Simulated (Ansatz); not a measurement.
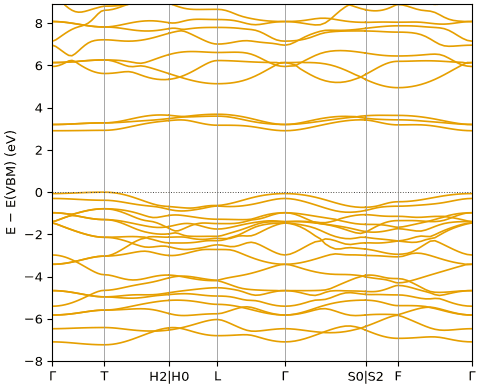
Fig. 1. Band structure from the program Ansatz at the r²SCAN level (PAW)

The gap is 2.91 eV; an edge lies off the plotted path or next to a special point (maximum at T, minimum on the Γ–T line, 2 % of the way from Γ).

The material is BaTiB$_{2}$O$_{6}$ in space group R-3 (No. 148; Ba on 3a, Ti on 3b, B on 6c, O on 18f).

The workflow started from a Materials Project entry (that database holds measured and hypothetical structures alike); the Crystallography Open Database files this formula in space group No. 148, but the cells were not matched. Whether it is the stable phase at ambient conditions was not checked. Symmetry was held in the r²SCAN relaxation; whether a distortion lowers the energy is not shown. No spin polarisation was allowed. Spin–orbit coupling is left out wherever it is not named.

Potentials: the later of the program's two PAW sets.
